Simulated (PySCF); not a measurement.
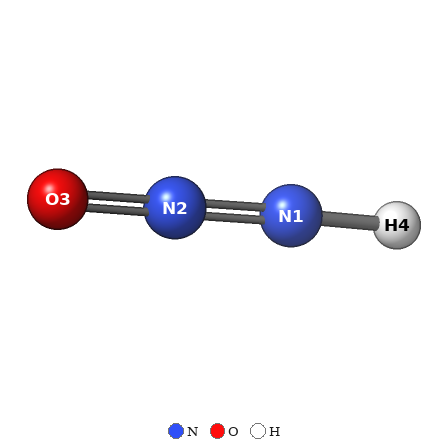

State: charge +1, singlet. The computed structure is the end point of a PBE0-D3(BJ)/def2-SVP optimisation. No frequency run is at hand to confirm it as a minimum. Level of theory: B97-2/pcJ-1 indirect spin-spin coupling, non-relativistic, gas phase (PySCF 2.14.0). Isotopes: 1H, 15N, 17O.

Give the spin–spin coupling constants of these pairs, with the number of bonds between them: N1/H4, N1/N2, N2/O3, N1/O3, N2/H4, O3/H4.

```csv
pair,bonds apart,J (Hz)
"N1, H4",1,−200.3
"N1, N2",1,31.9
"N2, O3",1,−46.3
"N1, O3",2,12.0
"N2, H4",2,−30.4
"O3, H4",3,−4.6
```
